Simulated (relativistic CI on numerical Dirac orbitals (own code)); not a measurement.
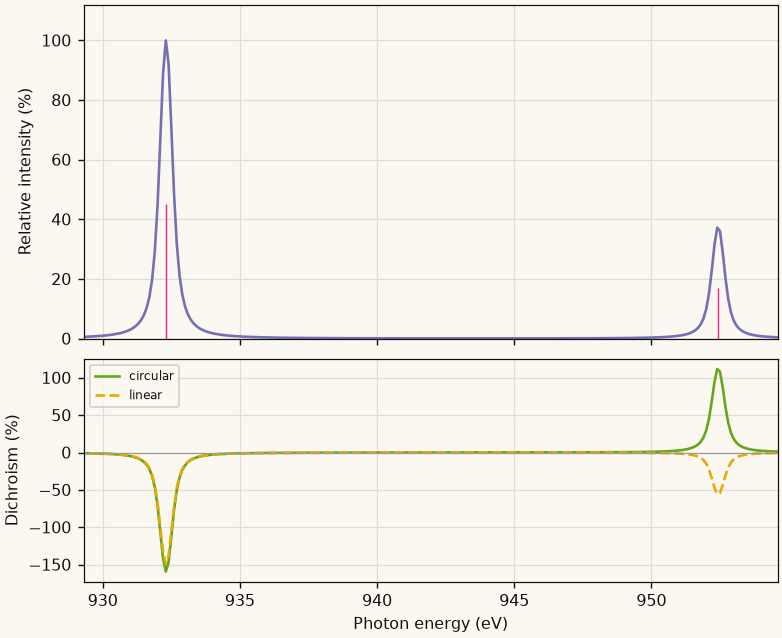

Computed core-level spectrum (absorption) of an ion of charge +2 in a field of D4h symmetry with 10Dq = 15,400, Ds = 430, Dt = 530 cm⁻¹. Sticks are the strongest transitions, on a scale of their own. Multiplet model: relativistic Dirac–Coulomb–Breit theory, one configuration a step, Slater integrals scaled by 0.9, 300 K, Voigt broadening (Lorentzian 0.4 eV, Gaussian 0.3 eV full widths), computed with a radial Dirac CI code. Dichroism is for the ground state at zero temperature, magnetised by an exchange field of 10 meV on Sz (linear: z less the mean of x and y).

Which element and which edge or line is it?

L₂,₃ X-ray absorption of Cu III (Cu²⁺), initial configuration [Ar] 3d⁹. The main maxima lie at 932.3 eV (100) and 952.4 eV (37), heights in % of the largest; the centroid is at 937.8 eV. The lower edge holds 0.73 of the intensity (branching ratio, edges parted at 942 eV), and the core spin-orbit splitting of the orbitals is 21.1 eV. The ground state has S = 0.50. The circular dichroism (Δm = −1 less Δm = +1) is largest at 932.3 eV, −159 % of the isotropic maximum; its integrals over the lower and upper edge are −0.386 and 0.273 of the sum over the three polarisations. The magnetised ground state has ⟨Lz⟩ = −0.20 and ⟨Sz⟩ = −0.50.

Note: free-ion energies, so absolute edge positions are off by a few eV from solids.
